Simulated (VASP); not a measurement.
Given:

```
FePt
1.0
    2.70422     0.00000     0.00000
    0.00000     2.70422     0.00000
    0.00000     0.00000     3.72730
Fe Pt
1 1
Direct
  0.00000   0.00000   0.00000
  0.50000   0.50000   0.50000
```
Starting moments (μB, in the order of the record's atoms Fe Pt): 2.9 0.3.

Computed with PBE GGA with D4 dispersion, VASP's PBE PAW potentials (set 64) (plane waves; VASP). Numerical set-up: 520 eV cut-off, 15×15×11 Γ-centred mesh, tetrahedra with Blöchl corrections, potentials Fe Pt.

Unless said otherwise, spin-orbit coupling is left out, though it shifts the bands of the heavy elements here.

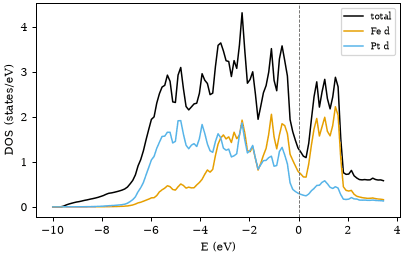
Figure. Total and projected density of states, zero at the Fermi level

Within 2 eV below the Fermi level the largest weight inside VASP's projection spheres is Fe d, then Pt d.

It has no gap at this level: it comes out as a metal or semimetal.

The compound is FePt in the L1_0 structure. It was relaxed first.
